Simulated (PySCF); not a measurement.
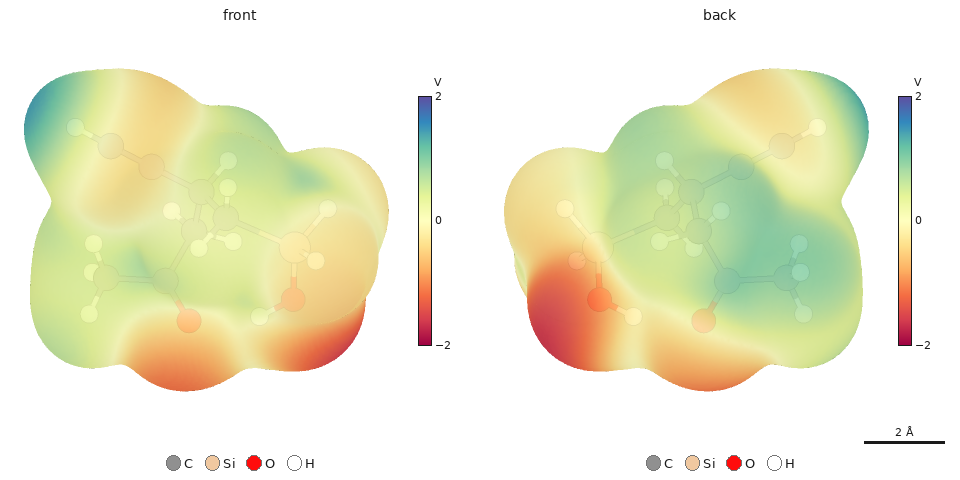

*C7H12O2Si. The molecular electrostatic potential painted on the density surface at 0.001 e/bohr³, seen from the front and from behind; red is negative and blue positive.*

Geometry: GFN2-xTB.

These are results of PySCF, PBE0/pcSseg-1, SCF density, gas phase, non-relativistic, not measurements.

```xyz
22

C     1.9378    2.4436   -0.3229
C     1.1300    1.6721    0.1099
C     0.1187    0.7639    0.6192
C    -1.1905    0.9536   -0.1559
Si   -2.6711   -0.0668    0.4975
O    -2.4831   -1.6450    0.2244
C     0.6361   -0.6981    0.6070
C     0.6965   -1.2706   -0.7860
C     1.9454   -0.9693   -1.5570
O    -0.2095   -1.9269   -1.2555
H     2.6470    3.1235   -0.6913
H    -0.0576    1.0285    1.6695
H    -1.4439    2.0141   -0.1172
H    -1.0189    0.7227   -1.2097
H    -3.8710    0.4264   -0.1782
H    -2.7447    0.0934    1.9520
H    -1.7920   -1.9533   -0.3854
H    -0.0449   -1.3009    1.2087
H     1.6308   -0.7152    1.0561
H     1.8593   -1.3338   -2.5774
H     2.1211    0.1057   -1.5495
H     2.7940   -1.4483   -1.0722
```

**Describe the electrostatic potential map.**

The most negative region (about −1.6 V) lies over O6, the most positive (about +1.4 V) over H11. O6 is the likeliest acceptor of a hydrogen bond.
